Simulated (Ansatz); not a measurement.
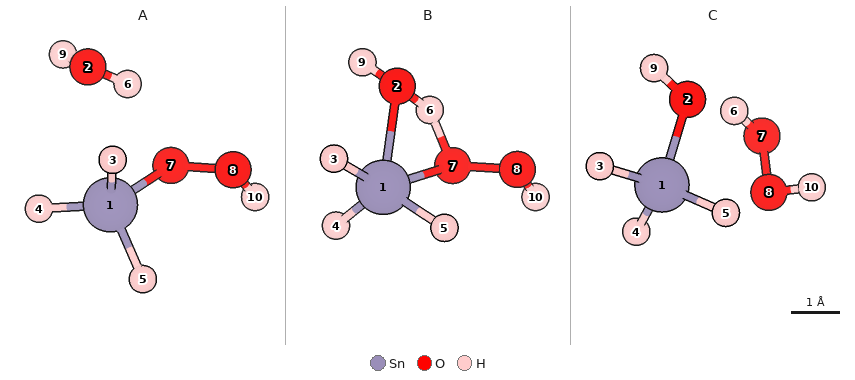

Three geometries of SnH$_{6}$O$_{3}$: a saddle point and the two minima that it joins, in shuffled order. A ball-and-stick model, seen at a tilt. Sticks join atoms that are closer than about 1.2 times the sum of their covalent radii (a little more with hydrogen).

Stationary points at PBE0-D4/def2-TZVP, single-point energies with PBE-QIDH, CCSD(T), wB97M-V, PBE-D4, BLYP-D4, r2SCAN-D4 (def2-TZVPP where no basis is named; Ansatz 0.2.0). The energies are electronic, without zero-point or thermal terms, and both ends are the minima reached downhill from the saddle, with any fragments still in contact. Elements past krypton carry the basis set's effective core potentials.

### Which frame is the transition state, what reaction does it lead through, and what barrier is to be expected?

Frame B is the saddle point. Counted by bonded pieces, C holds H₂O₂ + SnH₄O and A holds H₂O + SnH₄O₂. From C over the saddle to A, bonds form: Sn1–O7 (3.59 → 2.27 → 2.02 Å), O2–H6 (1.75 → 1.12 → 0.97 Å). Bonds break: Sn1–O2 (2.00 → 2.21 → 3.07 Å), H6–O7 (0.98 → 1.31 → 1.93 Å). The saddle has one imaginary mode, 510i cm⁻¹. With PBE-QIDH the barrier is 0.84 eV from C and 0.70 eV from A, and A lies 0.13 eV above C.

```csv
level,barrier from C (eV),barrier from A (eV),A less C (eV)
PBE-QIDH,0.84,0.70,0.13
CCSD(T),0.89,0.77,0.11
wB97M-V,0.83,0.71,0.12
PBE-D4,0.60,0.52,0.08
BLYP-D4,0.68,0.62,0.06
r2SCAN-D4,0.67,0.58,0.09
```
